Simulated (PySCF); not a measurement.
**CH₉ClSi₃ (SMILES [SiH3]C[SiH]([SiH3])Cl): density, localisation and related maps**

```xyz
14

Si   -0.6855   -0.9472    0.6114
Si   -2.1577    0.6721   -0.2301
C     0.9685   -0.9721   -0.2671
Si    1.9554    0.6351   -0.2316
Cl   -0.3730   -0.4576    2.6166
H    -1.3090   -2.3046    0.5869
H    -2.3087    0.5207   -1.7120
H    -3.4963    0.5068    0.4131
H    -1.6340    2.0384    0.0688
H     1.5823   -1.7791    0.1693
H     0.7800   -1.2455   -1.3211
H     2.3317    0.9938    1.1664
H     3.1984    0.4907   -1.0494
H     1.1322    1.7417   -0.8104
```

Geometry: PBE0-D3(BJ)/def2-SVP.

Theory: PBE0/pcSseg-1, SCF density, gas phase, non-relativistic (PySCF 2.14.0).

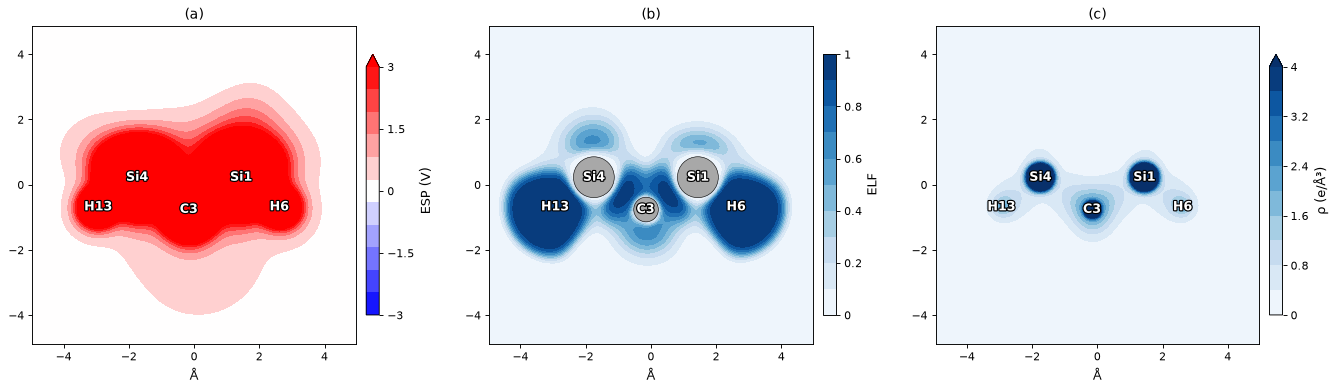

Figure 1. (a) molecular electrostatic potential; (b) electron localisation function; (c) total electron density on the plane of atoms C3, Si1 and H6. Grey discs cover the atomic cores in the ELF map.

> Describe what can be read from this map.

- The plane passes through Si, C and H nuclei.
- C–Si (1.87 Å): ρ is about 0.94 e/Å³ halfway; the ELF peaks at about 0.95 between the atoms; a covalent bond.
- Si–H (1.49 Å): ρ is about 0.78 e/Å³ halfway; the ELF climbs to about 1 towards the hydrogen, as it does in any bond to H.
- The potential has no marked negative region in this plane.

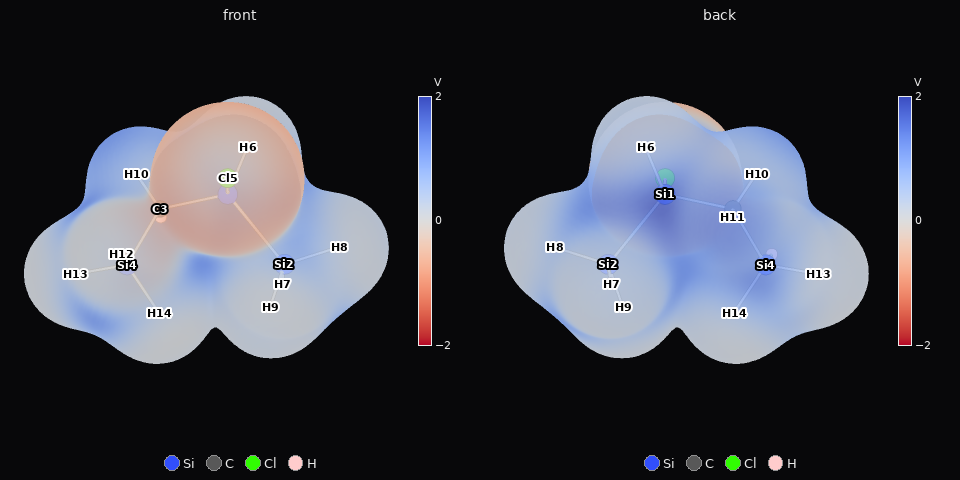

Figure 2. The molecular electrostatic potential painted on the density surface at 0.002 e/bohr³, seen from the front and from behind; the colour scale runs from red (negative) to blue (positive).

> Where is the surface potential most negative and most positive?

The most negative region (about −0.6 V) lies over Cl5, the most positive (about +1.6 V) over Si1.
